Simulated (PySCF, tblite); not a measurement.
# C5H9BO: geometry, infrared bands and NMR shifts

What infrared bands and NMR shifts should C5H9BO (`C=C1CCBOC1`) show?

Programs: tblite 0.8.0 and PySCF 2.14.0, with density-fitted response routines of our own. Each step states its level of theory. These are calculated values for one molecule in the gas phase, unless marked as measured. Atoms are numbered from 0 throughout.

## 1. Starting geometry

16 atoms, charge 0, multiplicity 1; geometry from: force field or distance geometry start.

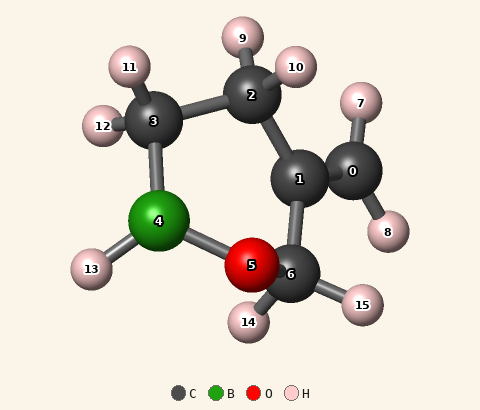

As it starts; carbon dark grey, boron green, oxygen red, hydrogen pink, atoms numbered.

## 2. Optimising the geometry with GFN2-xTB

The job: settings as JSON, then the geometry in Å.

```
{"job": {"kind": "relax", "xc": "GFN2-xTB", "basis": "xTB"}, "charge": 0, "multiplicity": 1}
C      2.153200    -0.187700    -0.406400
C      0.885000    -0.126800     0.051000
C      0.149900     1.181800     0.141800
C     -1.345900     1.012900    -0.229500
B     -1.912300    -0.348200     0.425300
O     -0.989100    -1.106200     1.278400
C      0.196600    -1.392300     0.547500
H      2.659200     0.717100    -0.740600
H      2.683000    -1.132700    -0.451000
H      0.581500     1.940200    -0.540900
H      0.221100     1.573200     1.174600
H     -1.938400     1.867300     0.150700
H     -1.458800     0.945500    -1.314800
H     -2.753700    -0.932200    -0.165500
H     -0.022500    -2.066100    -0.304000
H      0.883600    -1.936800     1.244200
```

Started as:

```console
$ OMP_NUM_THREADS=1 python probes_run.py task.json out
```

One launch serves the whole session: the jobs run in the order shown.

The program printed:

```text
step      E/eV     max force
  0    -559.69091    2.183
  1    -559.85913    1.320
  2    -559.96297    1.312
  3    -560.01815    0.768
  4    -560.09293    0.791
  5    -560.12961    0.782
  6    -560.27088    1.381
  7    -560.35693    1.226
  8    -560.48956    0.795
  9    -560.53016    0.701
 10    -560.61963    0.590
 11    -560.66565    0.760
 12    -560.71403    0.516
 13    -560.74456    0.577
 14    -560.77470    0.478
 15    -560.80040    0.402
 16    -560.81379    0.266
 17    -560.82041    0.206
 18    -560.82642    0.200
 19    -560.83227    0.208
 20    -560.83747    0.171
 21    -560.84109    0.160
 22    -560.84406    0.139
 23    -560.84688    0.136
 24    -560.84928    0.136
 25    -560.85083    0.101
 26    -560.85178    0.069
 27    -560.85256    0.063
 28    -560.85341    0.092
 29    -560.85425    0.081
 30    -560.85494    0.060
 31    -560.85550    0.064
 32    -560.85611    0.067
 33    -560.85693    0.085
 34    -560.85801    0.111
 35    -560.85927    0.106
 36    -560.86066    0.094
 37    -560.86216    0.102
 38    -560.86377    0.099
 39    -560.86551    0.124
 40    -560.86748    0.144
 41    -560.86980    0.122
 42    -560.87237    0.125
 43    -560.87467    0.104
 44    -560.87632    0.102
 45    -560.87750    0.091
 46    -560.87854    0.066
 47    -560.87939    0.062
 48    -560.87995    0.058
 49    -560.88033    0.053
 50    -560.88076    0.063
 51    -560.88127    0.070
 52    -560.88180    0.062
 53    -560.88222    0.041
 54    -560.88255    0.045
 55    -560.88295    0.059
 56    -560.88351    0.066
 57    -560.88413    0.070
 58    -560.88473    0.062
 59    -560.88528    0.071
 60    -560.88581    0.078
 61    -560.88637    0.068
 62    -560.88698    0.059
 63    -560.88767    0.067
 64    -560.88842    0.071
 65    -560.88928    0.083
 66    -560.89030    0.095
 67    -560.89176    0.092
 68    -560.89364    0.114
 69    -560.89576    0.147
 70    -560.89734    0.101
 71    -560.89930    0.092
 72    -560.90014    0.089
 73    -560.90125    0.077
 74    -560.90208    0.061
 75    -560.90263    0.050
 76    -560.90294    0.036
 77    -560.90313    0.033
 78    -560.90328    0.024
 79    -560.90340    0.025
 80    -560.90349    0.025
 81    -560.90356    0.020
 82    -560.90362    0.018
 83    -560.90366    0.015
 84    -560.90370    0.012
 85    -560.90372    0.008
```

Wall time 0.76 s (1 thread of Arm Neoverse N1, shared host).

Step by step: (not every step is listed)

| step | energy from step 0 (eV) | largest force (eV/Å) |
| --- | --- | --- |
| 0 | 0.0000 | 2.1827 |
| 1 | -0.1682 | 1.3201 |
| 2 | -0.2721 | 1.3120 |
| 3 | -0.3272 | 0.7684 |
| 4 | -0.4020 | 0.7907 |
| 5 | -0.4387 | 0.7816 |
| 6 | -0.5800 | 1.3808 |
| 7 | -0.6660 | 1.2264 |
| 8 | -0.7986 | 0.7948 |
| 15 | -1.1095 | 0.4015 |
| 22 | -1.1531 | 0.1386 |
| 29 | -1.1633 | 0.0809 |
| 36 | -1.1698 | 0.0941 |
| 43 | -1.1838 | 0.1040 |
| 50 | -1.1898 | 0.0629 |
| 57 | -1.1932 | 0.0697 |
| 64 | -1.1975 | 0.0710 |
| 71 | -1.2084 | 0.0918 |
| 78 | -1.2124 | 0.0235 |
| 80 | -1.2126 | 0.0255 |
| 81 | -1.2126 | 0.0199 |
| 82 | -1.2127 | 0.0178 |
| 83 | -1.2127 | 0.0153 |
| 84 | -1.2128 | 0.0122 |
| 85 | -1.2128 | 0.0077 |

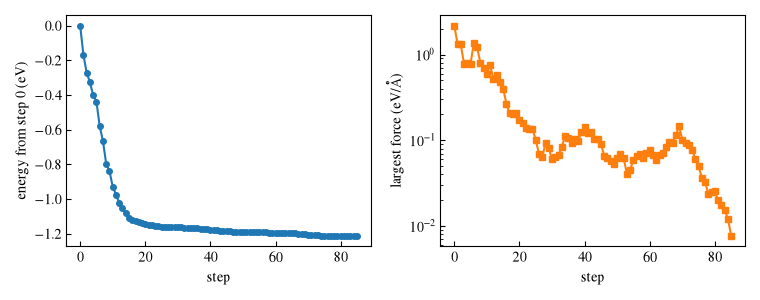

Energy and largest force along the relaxation.

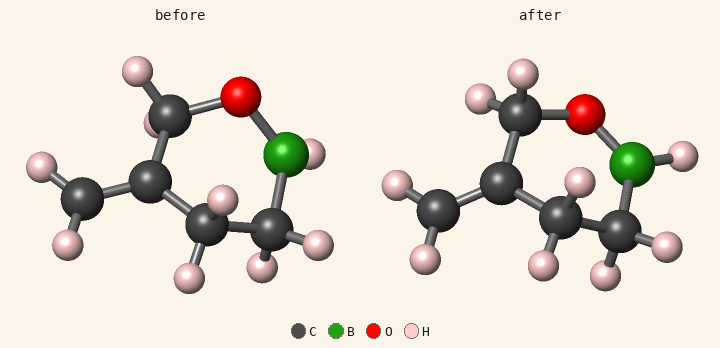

Before and after, at one scale.

Distances of close pairs at the start and the end, largest changes first:

| bond | before (Å) | after (Å) | change (Å) |
| --- | --- | --- | --- |
| B4–O5 | 1.468 | 1.325 | -0.143 |
| C0–C1 | 1.350 | 1.322 | -0.027 |
| C6–H15 | 1.120 | 1.100 | -0.020 |
| C1–C6 | 1.524 | 1.505 | -0.019 |
| C3–B4 | 1.613 | 1.595 | -0.018 |
| C2–H9 | 1.108 | 1.092 | -0.016 |
| C3–H11 | 1.107 | 1.091 | -0.016 |
| C2–H10 | 1.107 | 1.094 | -0.012 |

The next job starts from the end point, and lists it.

## 3. Vibrational analysis with GFN2-xTB

The job: settings as JSON, then the geometry in Å.

```
{"job": {"kind": "ir", "xc": "GFN2-xTB", "basis": "xTB"}, "charge": 0, "multiplicity": 1}
C      2.008315    -0.196885    -0.693991
C      0.915002    -0.133978     0.047291
C      0.162794     1.132523     0.324911
C     -1.260236     0.996963    -0.242766
B     -1.874182    -0.427304     0.130200
O     -1.111881    -1.434693     0.530949
C      0.295639    -1.357768     0.667347
H      2.453666     0.687375    -1.117543
H      2.510614    -1.128325    -0.895269
H      0.684665     1.989566    -0.105264
H      0.098145     1.278423     1.407529
H     -1.878784     1.824007     0.108943
H     -1.216887     1.091650    -1.331744
H     -3.020975    -0.669299     0.061841
H      0.711280    -2.269288     0.223392
H      0.515227    -1.374023     1.745147
```

The program printed:

```text
mode    cm-1     km/mol
  1      90.3      2.54
  2     140.4      2.06
  3     306.0      0.62
  4     373.4      1.51
  5     392.6      0.19
  6     428.2      2.27
  7     521.2      2.73
  8     617.2      2.05
  9     701.6      3.91
 10     727.7     14.01
 11     805.2     53.13
 12     840.9     20.09
 13     886.4      8.78
 14     910.2     41.32
 15     920.4      4.53
 16     938.5     10.75
 17     970.5      5.33
 18     993.8     10.53
 19    1054.1      0.84
 20    1104.2     91.67
 21    1120.3      4.59
 22    1174.7      5.00
 23    1205.4      7.42
 24    1265.9     28.45
 25    1277.2     12.42
 26    1289.1     50.25
 27    1319.5      1.77
 28    1369.4    192.76
 29    1421.2      2.29
 30    1457.4     11.25
 31    1474.6      1.43
 32    1486.0      1.46
 33    1731.3     18.25
 34    2606.5    195.43
 35    2871.7     35.48
 36    2931.7     34.06
 37    2943.1     13.02
 38    2958.9     77.56
 39    2975.1     48.85
 40    2991.1     59.53
 41    3100.1     22.00
 42    3124.3     41.97
```

Run time: 0.69 s. Hardware: 1 thread of Arm Neoverse N1, shared host.

Which atoms move in the most intense modes:

| cm⁻¹ | km/mol | atoms |
| --- | --- | --- |
| 805 | 53.1 | B4 16 %, C3 16 %, H13 15 %, H11 11 % |
| 1104 | 91.7 | H13 38 %, O5 23 %, C6 14 %, B4 13 % |
| 1289 | 50.2 | C6 18 %, H14 15 %, H15 12 %, C1 10 % |
| 1369 | 192.8 | B4 37 %, O5 28 %, H14 14 %, H15 11 % |
| 2606 | 195.4 | H13 92 % |
| 2959 | 77.6 | H12 69 %, H10 18 % |
| 2975 | 48.9 | H9 87 % |
| 2991 | 59.5 | H11 83 % |

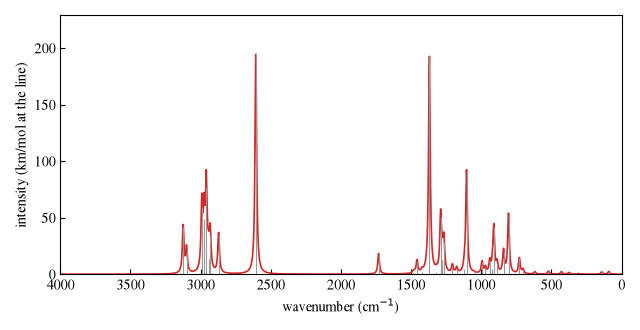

The infrared spectrum from these modes, unscaled. Lines are broadened to a width of 14 cm⁻¹ (Lorentzian).

## 4. Shielding tensors: PBE0/pcSseg-1

Same as in step 3 but for these lines:

```diff
@@ -1,2 +1,2 @@
-{"job": {"kind": "ir", "xc": "GFN2-xTB", "basis": "xTB"}, "charge": 0, "multiplicity": 1}
+{"job": {"kind": "nmr", "xc": "PBE0", "basis": "pcSseg-1"}, "charge": 0, "multiplicity": 1}
 C      2.008315    -0.196885    -0.693991
```

Method: GIAO PBE0/pcSseg-1 NMR shielding, non-relativistic, gas phase.

The program printed:

```text
coarse grid: 13184 points
cycle   1  E = -295.5231168646  dE =  9.448e-01  |g| = 6.100e-01  |ddm| = 3.527e+00
cycle   2  E = -295.4603096016  dE =  6.281e-02  |g| = 8.608e-01  |ddm| = 1.124e+00
cycle   3  E = -295.5981170807  dE = -1.378e-01  |g| = 1.221e-01  |ddm| = 7.077e-01
cycle   4  E = -295.6009637791  dE = -2.847e-03  |g| = 3.368e-02  |ddm| = 1.127e-01
cycle   5  E = -295.6012266686  dE = -2.629e-04  |g| = 6.646e-03  |ddm| = 3.404e-02
cycle   6  E = -295.6012357803  dE = -9.112e-06  |g| = 2.436e-03  |ddm| = 7.925e-03
final grid: 126808 points
cycle   7  E = -295.6534054529  dE = -3.894e-05  |g| = 1.144e-02  |ddm| = 3.540e-02
cycle   8  E = -295.6533748596  dE =  3.059e-05  |g| = 1.732e-02  |ddm| = 1.927e-02
cycle   9  E = -295.6534320131  dE = -5.715e-05  |g| = 1.682e-03  |ddm| = 1.215e-02
cycle  10  E = -295.6534326297  dE = -6.166e-07  |g| = 1.875e-04  |ddm| = 1.473e-03
cycle  11  E = -295.6534326363  dE = -6.625e-09  |g| = 6.814e-05  |ddm| = 2.273e-04
cycle  12  E = -295.6534326372  dE = -8.479e-10  |g| = 3.599e-05  |ddm| = 8.313e-05
cycle  13  E = -295.6534326375  dE = -3.135e-10  |g| = 9.535e-06  |ddm| = 3.410e-05
converged SCF energy = -295.6534326375

GIAO shielding tensors (ppm)
atom      isotropic    diamagn.    paramagn.     s11        s22        s33       span
  0 C       71.481     252.007    -180.526    -28.678     94.507    148.612    177.290
  1 C       30.457     265.705    -235.249    -90.938     19.583    162.724    253.662
  2 C      154.641     246.001     -91.359    143.458    151.258    169.208     25.750
  3 C      162.672     253.400     -90.728    145.206    166.081    176.729     31.523
  4 B       54.244     191.873    -137.629      6.660     51.512    104.560     97.900
  5 O      125.759     390.359    -264.600    -80.873    125.165    332.986    413.859
  6 C      112.628     242.088    -129.460     94.245    102.106    141.534     47.289
  7 H       26.494      31.457      -4.963     23.588     25.272     30.622      7.034
  8 H       26.543      30.905      -4.363     23.862     25.300     30.465      6.603
  9 H       29.289      32.085      -2.796     25.147     28.435     34.284      9.136
 10 H       29.496      30.882      -1.387     26.317     27.580     34.591      8.274
 11 H       30.301      30.461      -0.160     26.077     28.395     36.431     10.355
 12 H       30.762      31.522      -0.760     26.817     29.474     35.993      9.175
 13 H       26.379      29.000      -2.620     24.840     25.480     28.818      3.978
 14 H       26.946      29.618      -2.672     23.039     27.381     30.418      7.379
 15 H       26.666      28.249      -1.584     23.344     26.104     30.550      7.206
```

Run time: 47 s. Hardware: 1 thread of Arm Neoverse N1, shared host; peak memory 0.74 GiB.

The references, computed at this level on geometries of the same kind, shield at (ppm): 1H TMS 31.72, 13C TMS 186.9, 17O H2O 336.1, 11B BF3·OEt2 100.1. Their shielding less the atom's gives the shift. The references are single molecules in the gas phase, so shifts against H2O, NH3, PH3, H3PO4 or CFCl3 are not on the usual liquid scales and can be off by tens of ppm. Atoms listed in one row are averaged.

| atoms | environment | σ (ppm) | δ (ppm) | δ scaled to CDCl3 |
| --- | --- | --- | --- | --- |
| C1 | fully substituted alkene carbon | 30.5 | 156.5 | 150.8 |
| C0 | terminal =CH2 carbon | 71.5 | 115.4 | 110.8 |
| C6 | allylic sp3 CH2 bonded to O | 112.6 | 74.3 | 70.6 |
| C2 | allylic sp3 CH2 | 154.6 | 32.3 | 29.6 |
| C3 | sp3 CH2 bonded to B | 162.7 | 24.3 | 21.8 |
| H13 | hydrogen on a boron bonded to C, O, in a 6-membered ring | 26.38 | 5.34 | – |
| H7 | hydrogen on a terminal =CH2 carbon | 26.49 | 5.22 | 5.03 |
| H8 | hydrogen on a terminal =CH2 carbon | 26.54 | 5.17 | 4.98 |
| H14, H15 | hydrogen on an allylic sp3 CH2 bonded to O | 26.81 | 4.91 | 4.74 |
| H9, H10 | hydrogen on an allylic sp3 CH2 | 29.39 | 2.32 | 2.30 |
| H11, H12 | hydrogen on an sp3 CH2 bonded to B | 30.53 | 1.19 | 1.22 |
| B4 | boron bonded to C, O, H, in a 6-membered ring | 54.2 | 45.8 | – |
| O5 | oxygen bonded to C, B, in a 6-membered ring | 125.8 | 210.3 | – |

The scaled column applies a straight-line fit of computed shieldings to shifts measured in CDCl3 (root-mean-square error 0.16 ppm for H, 1.9 ppm for C).

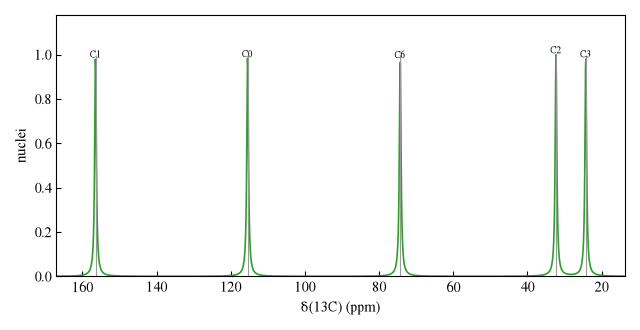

13C lines at the computed shifts, without couplings. Lines are broadened to a width of 0.53 ppm (Lorentzian).

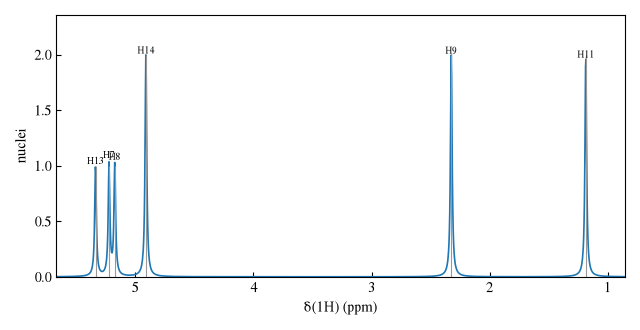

1H lines at the computed shifts, without couplings. Lines are broadened to a width of 0.02 ppm (Lorentzian).

Charges from the same density, by scheme (e):

| atoms | Mulliken | IAO | Hirshfeld | ESP fit |
| --- | --- | --- | --- | --- |
| C0 | -0.05 | -0.33 | -0.11 | -0.59 |
| C1 | -0.51 | 0.00 | 0.01 | 0.01 |
| C2 | -0.10 | -0.26 | -0.07 | 0.13 |
| C3 | -0.46 | -0.43 | -0.15 | -0.09 |
| B4 | 0.42 | 0.26 | 0.18 | 0.50 |
| O5 | -0.47 | -0.35 | -0.16 | -0.43 |
| C6 | 0.22 | -0.06 | 0.01 | 0.09 |

ESP fit charges:

C0 -0.59; C1 0.01; C2 0.13; C3 -0.09; B4 0.50; O5 -0.43; C6 0.09; H7 0.22; H8 0.21; H9 -0.01; H10 0.00; H11 -0.02; H12 0.02; H13 -0.20; H14 0.09; H15 0.07

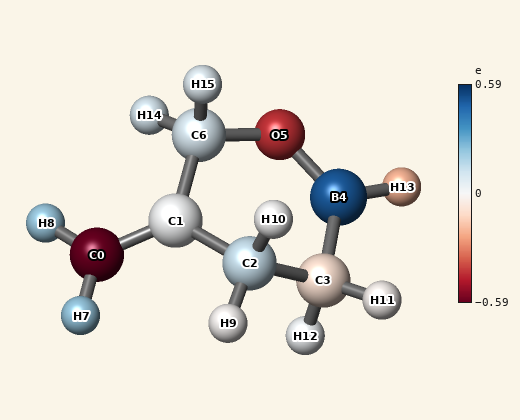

ESP fit charges, as colours on the atoms.

Mayer bond orders: C0–C1 2.00, C1–C2 1.01, C2–C3 1.03, C3–B4 0.95, B4–O5 1.28, O5–C6 0.87, C6–C1 1.01.

Ring of atoms C1, C2, C3, B4, O5, C6: NICS(0) 0.5, NICS(1) -1.5, NICS(1)zz 1.9 ppm (means of both faces; NICS(1) differs between them: -2.7 and -0.3).

The fields below are evaluated on a grid from the run's orbitals.

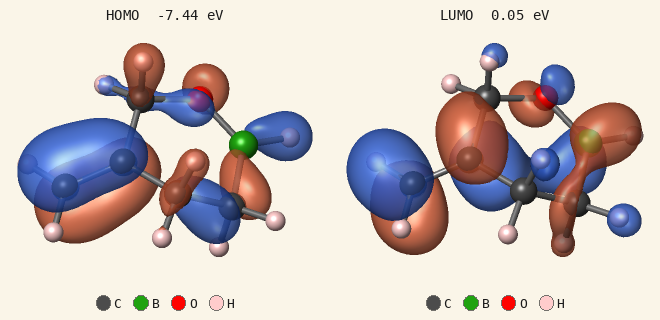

PBE0/pcSseg-1 orbitals near the gap, drawn at the value that encloses 70 % of each; the two colours are the two signs.

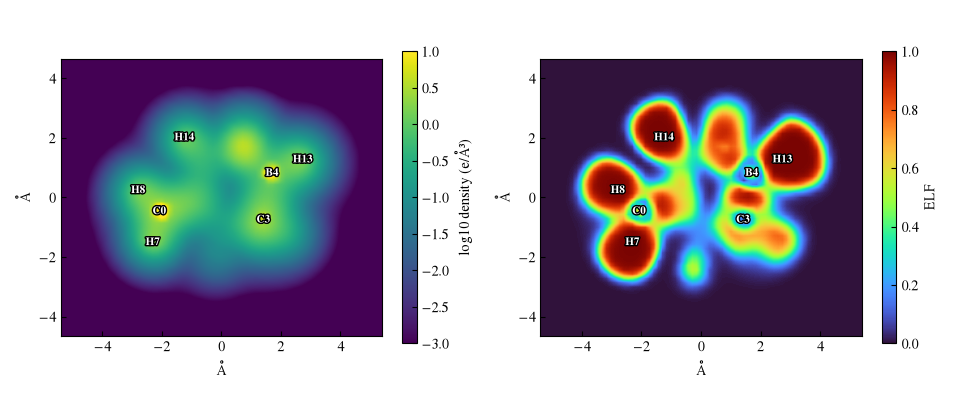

Density (left) and ELF (right) in a plane through or near 7 of the atoms.

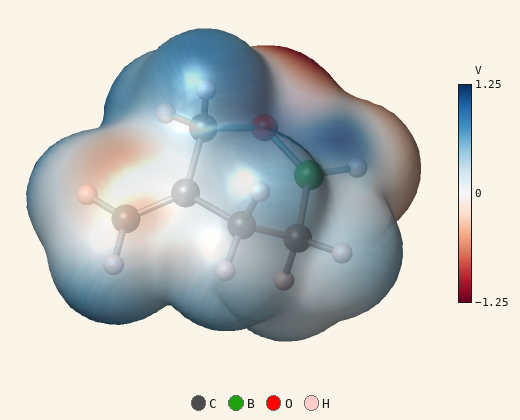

The potential that a unit positive charge feels on the 0.002 e/bohr³ surface, from -1.25 V near O5 to 0.86 V near B4.

## 5. Outcome

```
                                                              quantity                                   value
                             strongest single infrared mode (GFN2-xTB)                   2606 cm⁻¹, 195 km/mol
                                          zero-point energy (GFN2-xTB)                           82.7 kcal/mol
                                13C shifts against TMS (PBE0/pcSseg-1)      156.5, 115.4, 74.3, 32.3, 24.3 ppm
1H shifts against TMS (PBE0/pcSseg-1, means over atoms taken as alike)  5.34, 5.22, 5.17, 4.91, 2.32, 1.19 ppm
                           11B shifts against BF3·OEt2 (PBE0/pcSseg-1)                                45.8 ppm
                                17O shifts against H2O (PBE0/pcSseg-1)                               210.3 ppm
                                 surface potential, least and greatest                      -1.25 V and 0.86 V
```

**Reading.** Relaxing lowered the energy by 1.213 eV in 85 steps; the close pair that moved most is B4–O5, from 1.468 to 1.325 Å. No mode is imaginary among the 42: a minimum at this level. The strongest single mode, at 2606 cm⁻¹, moves mainly H13. GFN2-xTB is a fitted tight-binding method: band positions and strengths are rough. Its intensities can rank the bands wrongly. The most deshielded carbon is C1 (fully substituted alkene carbon), at 156.5 ppm: as expected for a trigonal carbon in a double bond. At PBE0/pcSseg-1: Shielding is most anisotropic at O5 (span 414 ppm, paramagnetic term -265 ppm).
